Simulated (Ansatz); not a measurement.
**Single-point calculation of B₆N**

- system: B₆N, multiplicity 2
- method: UHF-CCSD(T), frozen core/def2-TZVPP (Ansatz 0.2.0)

The run did not end well. The geometry comes from this level: B3LYP-D4/def2-SVP.

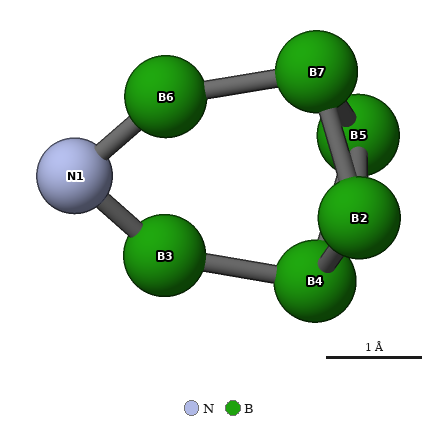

Figure 1. The structure as given in the input (ball-and-stick view, seen at a tilt; atoms are numbered from 1 in the order of the input).

Input:
```yaml
crystal:
  periodic: [false, false, false]
  atoms:
    - {symbol: N, position_ang: [1.653918, -0.778324, -0.304661]}
    - {symbol: B, position_ang: [-0.660819, 0.975677, 0.846967]}
    - {symbol: B, position_ang: [1.009185, 0.309800, -0.777561]}
    - {symbol: B, position_ang: [-0.339006, 1.194061, -0.717459]}
    - {symbol: B, position_ang: [-1.372011, -0.019023, -0.472478]}
    - {symbol: B, position_ang: [0.594466, -1.064494, 0.482113]}
    - {symbol: B, position_ang: [-0.885743, -0.617698, 0.943088]}
basis:
  gaussian: {orbitals: def2-TZVPP, initial_orbitals: start.molden}
magnetization: {spin_polarized: true, initial_magnetization: 1}
correlation: {method: ccsd_t}
scf: {omitted_lower_state_checks: [starts, cluster_reference]}
output: {orbitals: {seedname: orbitals}}
```

Run as:
```bash
ansatz run in.yaml --threads 4 --pin off --events-out ev --progress --plain --max-ram 4787MiB
```

Output:
```
Functional definition: HF
  name "HF"
  cite "Fock, Z. Phys. 61, 126 (1930) doi:10.1007/BF01340294"
  parent pbe
  exchange = exact_x
  correlation = 0
these checks for a lower state are left out or cut short: starts, cluster_reference
1369 factors; integrals over basis functions are off by at most 6.7e-4 eV
mean field evaluation 1: about -5505.6856 eV, gradient 1.6e1 eV
mean field evaluation 2: about -5506.5849 eV, gradient 1.0e0 eV
mean field evaluation 4: about -5506.6240 eV, gradient 1.2e-1 eV
mean field evaluation 8: about -5506.6043 eV, gradient 3.2e-1 eV
mean field evaluation 16: about -5506.6246 eV, gradient 1.6e-3 eV
mean field -5506.62455308 eV, -202.3647198014 hartree, gradient 2.2e-6 eV, S^2 0.947283; 0 other end points of the search recorded, 0 dependent functions left out
7 core orbitals not correlated: weight in the atoms' cores, before any rotation towards them, 1.000 or more for the frozen orbitals, at most 0.000 for the correlated occupied ones
reference -5506.62455308 eV, -202.3647198014 hartree; 12, 11 occupied and 198, 199 virtual orbitals, 1369 factors
second order -19.90786447 eV of doubles, -0.00000000 eV of singles
cycle   1  -19.34245060 eV  change    5.7e-1 eV  update   1.6e-1
cycle   2  -20.07221166 eV  change   -7.3e-1 eV  update   5.9e-2
cycle   3  -20.29561226 eV  change   -2.2e-1 eV  update   3.9e-2
cycle   4  -20.30180426 eV  change   -6.2e-3 eV  update   1.8e-2
cycle   5  -20.30658857 eV  change   -4.8e-3 eV  update   1.0e-2
cycle   6  -20.31457545 eV  change   -8.0e-3 eV  update   4.8e-3
cycle   7  -20.31484485 eV  change   -2.7e-4 eV  update   2.6e-3
cycle   8  -20.31561183 eV  change   -7.7e-4 eV  update   1.2e-3
cycle   9  -20.31617449 eV  change   -5.6e-4 eV  update   7.4e-4
cycle  10  -20.31558404 eV  change    5.9e-4 eV  update   4.5e-4
cycle  11  -20.31571412 eV  change   -1.3e-4 eV  update   2.9e-4
cycle  12  -20.31575998 eV  change   -4.6e-5 eV  update   1.7e-4
cycle  13  -20.31584854 eV  change   -8.9e-5 eV  update   9.4e-5
```

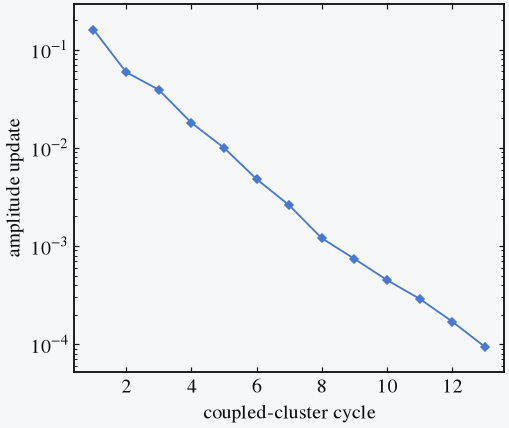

Figure 2. Convergence of the coupled-cluster equations: amplitude update against the coupled-cluster cycle. The run ended after 13 cycles.

What the run reported:

- outcome: stopped at the time limit
- hardware: 4 threads of Arm Neoverse V1, 23 GiB of memory available, shared host
- wall time: 16 min (CPU time 64 min)
- peak memory: 3.4 GiB

Diagnosis:

The run was cut off by its time limit, so the output is incomplete.
